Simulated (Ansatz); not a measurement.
**Single-point calculation of GeSiH$_{6}$**

- system: GeSiH$_{6}$
- method: RKS r2SCAN-D4/def2-TZVPP (Ansatz 0.2.0)

The geometry comes from this level: PBE0-D4/def2-TZVP.

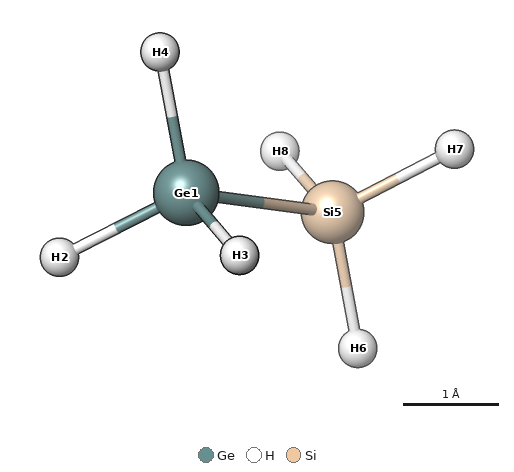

Fig. 1: The structure (ball-and-stick view, seen at a tilt; atoms are numbered from 1 in the order of the input). Sticks mark near contacts.

The input:
```yaml
crystal:
  periodic: [false, false, false]
  atoms:
    - {symbol: Ge, position_ang: [-1.044611, -0.868618, -0.211406]}
    - {symbol: H, position_ang: [-0.283028, -1.827394, -1.141745]}
    - {symbol: H, position_ang: [-1.053471, -1.472426, 1.202854]}
    - {symbol: H, position_ang: [-2.498133, -0.770062, -0.703957]}
    - {symbol: Si, position_ang: [-0.021083, 1.277511, -0.199957]}
    - {symbol: H, position_ang: [1.382830, 1.175388, 0.278626]}
    - {symbol: H, position_ang: [-0.769297, 2.194395, 0.700000]}
    - {symbol: H, position_ang: [-0.019759, 1.849086, -1.572446]}
basis:
  gaussian: {orbitals: def2-TZVPP}
hamiltonian: {xc: r2scan, dispersion: d4}
```

Launched with:
```bash
ansatz run in.yaml --threads 4 --pin off --events-out ev --progress --plain --max-ram 9574MiB
```

What the program printed:
```
Functional definition: r2SCAN
  name "r2SCAN"
  cite "Furness, Kaplan, Ning, Perdew & Sun, J. Phys. Chem. Lett. 11, 8208 (2020) doi:10.1021/acs.jpclett.0c02405"
  cite "Furness, Kaplan, Ning, Perdew & Sun, J. Phys. Chem. Lett. 11, 9248 (2020) doi:10.1021/acs.jpclett.0c03077"
  parent r2scan
  parameter k0 = 0.174
  parameter k1 = 0.065
  parameter a1 = 4.9479
  exchange = r2scan_x(k0 = k0, k1 = k1, a1 = a1)
  correlation = r2scan_c
1000 factors; their error is unknown
mean field evaluation 1: about -64491.7667 eV, gradient 2.1e1 eV
mean field evaluation 2: about -64492.2398 eV, gradient 2.0e1 eV
mean field evaluation 4: about -64492.5750 eV, gradient 6.9e-1 eV
mean field evaluation 8: about -64492.5495 eV, gradient 1.3e-1 eV
mean field -64492.54953322 eV, -2370.0574807255 hartree, gradient 3.1e-5 eV, S^2 0.000000; 0 other end points of the search recorded, 0 dependent functions left out
reference -64492.54954595 eV, -2370.0574811937 hartree; 26, 26 occupied and 148, 148 virtual orbitals, 1000 factors
Total energy: -64492.57949523 eV, -2370.0585818092 hartree
```

Key numbers:

```tsv
quantity	value
outcome	converged
total energy	−64492.5795 eV
mean-field energy	−64492.5495 eV
dispersion energy	−0.0299 eV
SCF solution under orbital rotations	stable
hardware	4 threads of Arm Neoverse V2, 23 GiB of memory available, shared host
wall time	1.9 s (CPU time 6.5 s)
peak memory	0.47 GiB
```
